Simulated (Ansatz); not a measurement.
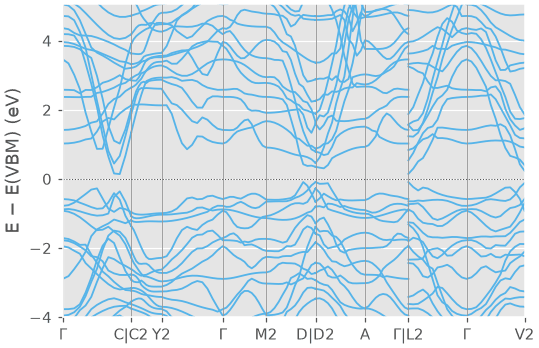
Figure: Band structure from plane-wave PAW r²SCAN (Ansatz code)

The gap is 0.06 eV; an edge lies off the plotted path or next to a special point (maximum off the standard path, minimum on the Γ–C line, 80 % of the way from Γ).

The material is Ge₂Sb₂Te₅ in space group Cm (No. 8; Pearson symbol mS18).

The first step of the workflow began from a Materials Project structure, measured or hypothetical; the Crystallography Open Database copy checked does not list it. It is not the phase usual at ambient conditions (space group No. 164). The cell was relaxed with r²SCAN under the symmetry of its start; its stability against distortions is not shown here. Spin–orbit coupling is left out wherever it is not named.

Potentials: the later of the program's two PAW sets.
